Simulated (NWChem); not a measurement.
# C4H5N (3-butenenitrile) at PBE0/def2-TZVP

What is the electronic atomisation energy of C4H5N (3-butenenitrile) at PBE0/def2-TZVP? 

The calculation is run with NWChem 7.3.0.

### Step 1. The molecule

C4H5N has 10 atoms, charge 0, and is taken as a singlet. SMILES: `C=CCC#N`. The shape is that of a PBE0-D4/def2-TZVP optimisation. This is one conformer, not always the lowest.

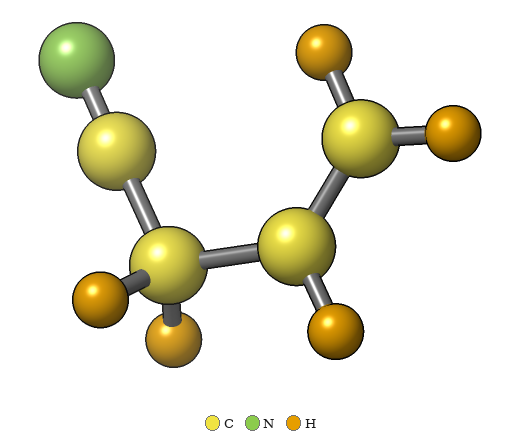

The structure, seen from a chosen angle (carbon yellow, nitrogen green, hydrogen amber).

### Step 2. A single-point energy at PBE0/def2-TZVP (run 1)

File input.xyz:

```xyz
10

C     -1.129800    -0.688300    -0.726400
C     -0.331500    -0.736700     0.326700
C      0.719500     0.278700     0.674500
C      0.811600     1.377200    -0.272100
N      0.873900     2.238900    -1.029700
H     -1.078900     0.123300    -1.444900
H     -1.863000    -1.465500    -0.902800
H     -0.403000    -1.561200     1.030500
H      0.524400     0.697000     1.668600
H      1.702000    -0.202800     0.738800
```

File input.nw:

```
start input
memory total 2200 mb
charge 0

geometry units angstroms noautosym nocenter noautoz
  load input.xyz
end

basis spherical bse
  * library def2-TZVP
end

dft
  xc pbe0
  mult 1
  grid fine
  convergence energy 1e-08
  iterations 100
  mulliken
  print low
end

task dft energy
```

Launch:

```console
$ nwchem input.nw > input.out
```

The log of the run:

```text
[...]
 d= 0,ls=0.0,diis     1   -209.8651822625 -3.53D+02  9.23D-03  8.65D-01    16.7
[...]
 d= 0,ls=0.0,diis    11   -209.9628388802 -4.20D-09  1.75D-07  2.73D-09   158.1
         Total DFT energy =     -209.962838880226
      One electron energy =     -565.681369099086
           Coulomb energy =      242.462394059035
    Exchange-Corr. energy =      -30.155065906094
 Nuclear repulsion energy =      143.411202065918
[...]
      Total Density - Mulliken Population Analysis
     ---------------------------------------------
    Atom       Charge   Shell Charges
 -----------   ------   -------------------------------------------------------
    1 C    6     6.25   0.85  1.12  0.53  0.62  0.11  1.31  1.24  0.42  0.02  0.04  0.00
    2 C    6     6.19   0.85  1.12  0.52  0.59  0.12  1.30  1.24  0.34  0.02  0.07  0.01
    3 C    6     5.98   0.85  1.12  0.50  0.64 -0.10  1.33  1.23  0.31  0.02  0.07  0.00
    4 C    6     6.29   0.86  1.11  0.55  0.69  0.08  1.31  1.17  0.42  0.03  0.07  0.02
    5 N    7     7.00   0.82  1.15  0.62  0.84  0.19  1.43  1.32  0.59  0.01  0.03  0.00
    6 H    1     0.85   0.27  0.47  0.08  0.02
    7 H    1     0.87   0.27  0.48  0.09  0.02
    8 H    1     0.87   0.27  0.48  0.10  0.02
    9 H    1     0.85   0.27  0.47  0.09  0.02
   10 H    1     0.85   0.27  0.47  0.09  0.02
[...]
```

It took 2.7 min on 1 thread of Intel Xeon Platinum 8259CL at 2.50GHz (Skylake/Cascade Lake), shared host; peak memory 0.13 GiB.

### Step 3. The C atom, same level (run 2)

File work.nw:

```
start work
title "C"
memory 2200 mb

geometry units angstrom noautosym nocenter noautoz
  C        0.000000       0.000000       0.000000
end

basis spherical bse
  * library def2-TZVP
end

dft
  xc pbe0
  mult 3
  grid fine
  convergence energy 1e-08
  iterations 100
  mulliken
  noprint "final vectors analysis"
end

task dft energy
```

Run the same way, it converges to -37.80537 Eh (log not shown).

Run 3 isn't shown in full; the table further down has it.

### Step 4. The N atom at the same level (run 4)

File n.nw:

```
start n
memory 2200 mb
charge 0

geometry noautosym nocenter noautoz
N     0.000000    0.000000    0.000000
end

basis spherical bse
* library def2-TZVP
end

dft
xc pbe0
mult 4
grid fine
convergence energy 1e-08
maxiter 100
mulliken
noprint "final vectors analysis"
end

task dft energy
```

Launch:

```console
$ nwchem n.nw > n.out
```

The log of the run:

```text
[...]
          Wavefunction type:  spin polarized.
          No. of atoms     :     1
          No. of electrons :     7
[...]
          Charge           :     0
          Spin multiplicity:     4
[...]
          AO basis - number of functions:    31
[...]
              XC Information
              --------------
                         PBE0 Method XC Functional
                     Hartree-Fock (Exact) Exchange  0.250
          PerdewBurkeErnzerhof Exchange Functional  0.750
            Perdew 1991 LDA Correlation Functional  1.000 local
           PerdewBurkeErnz. Correlation Functional  1.000 non-local
[...]
 d= 0,ls=0.0,diis     1    -54.5009780698 -5.45D+01  1.05D-02  1.32D-01     0.2
[...]
 d= 0,ls=0.0,diis     7    -54.5438199231 -1.27D-11  1.09D-09  2.74D-15     0.7
[...]
         Total DFT energy =      -54.543819923087
      One electron energy =      -73.941276278727
           Coulomb energy =       26.131081870389
    Exchange-Corr. energy =       -6.733625514749
 Nuclear repulsion energy =        0.000000000000
[...]
      Total Density - Mulliken Population Analysis
     ---------------------------------------------
    Atom       Charge   Shell Charges
 -----------   ------   -------------------------------------------------------
    1 N    7     7.00   0.82  1.15  0.68  0.99  0.36  1.23  1.21  0.55  0.00  0.00  0.00
     --------------------------------------------
      Spin Density - Mulliken Population Analysis
     --------------------------------------------
    Atom       Charge   Shell Charges
 -----------   ------   -------------------------------------------------------
    1 N    7     3.00  -0.00 -0.00  0.04  0.04 -0.08  1.23  1.21  0.55 -0.00 -0.00  0.00
[...]
      <S2> =      3.7530 (Exact =     3.7500)
[...]
```

It took 1.3 s on 1 thread of Intel Xeon Platinum 8259CL at 2.50GHz (Skylake/Cascade Lake), shared host; peak memory 0.1 GiB.

### Step 5. Overview of the runs

| run | level | partner | energy (Eh) | wall time |
| --- | --- | --- | --- | --- |
| 1 | PBE0/def2-TZVP | base | -209.962839 | 2.7 min |
| 2 | UPBE0/def2-TZVP | atoms | -37.805374 | 1.7 s |
| 3 | UPBE0/def2-TZVP | atoms | -0.501036 | 0.79 s |
| 4 | UPBE0/def2-TZVP | atoms | -54.543820 | 1.3 s |

### Step 6. Results

Level: PBE0/def2-TZVP.

| quantity | value |
| --- | --- |
| N atom: total energy | -54.54382 Eh |
| N atom: ⟨S²⟩ | 3.753 |
| electronic atomisation energy | 46.051 eV |

**Reading.** Taking the molecule apart into free atoms costs 46.05 eV (1062 kcal/mol), before zero-point energy and without spin-orbit coupling. All runs together took 2.7 min, the longest 2.7 min.
